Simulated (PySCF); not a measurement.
HF···F···HF (SMILES [F-].F.F) (charge −1)

The calculation's input:

```
{"job": {"kind": "inter", "xc": "wB97M-D3(BJ)", "basis": "def2-TZVPD", "pairs": true}, "charge": -1, "multiplicity": 1, "parts": [{"atoms": "0-0", "charge": -1, "multiplicity": 1}, {"atoms": "1-2", "charge": 0, "multiplicity": 1}, {"atoms": "3-4", "charge": 0, "multiplicity": 1}]}
F     -0.418304     0.107900    -0.511414
F     -0.810513    -2.049637    -1.334911
H     -0.589132    -0.829683    -0.850243
F     -1.155518    -4.071614    -0.201058
H     -1.005183    -3.190315    -0.673925
```

Command:

```sh
OMP_NUM_THREADS=1 python cluster_run.py task.json out
```

Geometry: PBE0-D3(BJ)/def2-SVPD.

The calculation used wB97M-D3(BJ)/def2-TZVPD, SCF density, gas phase in PySCF.

What will maps of the electron density and electron localisation function show?

Answer. F2···H3 (1.33 Å): the density falls to about 0.69 e/Å³ on the way; the ELF dips to about 0.35 between them.
F–H (1.01 Å): ρ at the midpoint is about 3.9 e/Å³; the ELF climbs to about 0.95 towards the hydrogen, as it does in any bond to H.

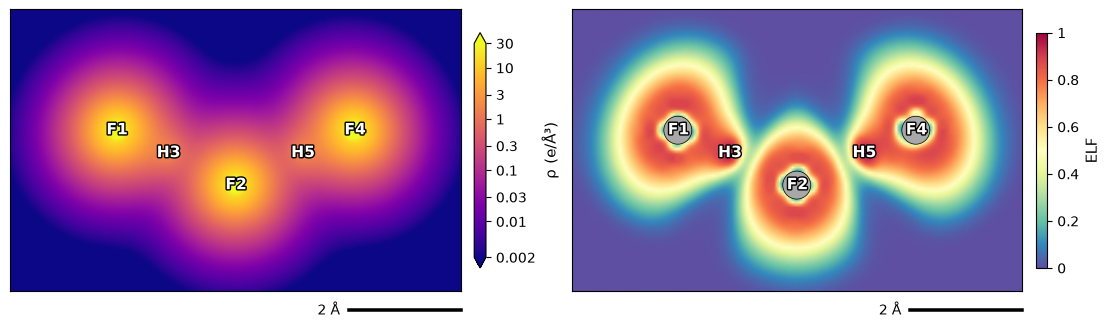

Computed electron density and electron localisation function on the molecular plane, in this order. Grey discs cover the atomic cores in the ELF map. 
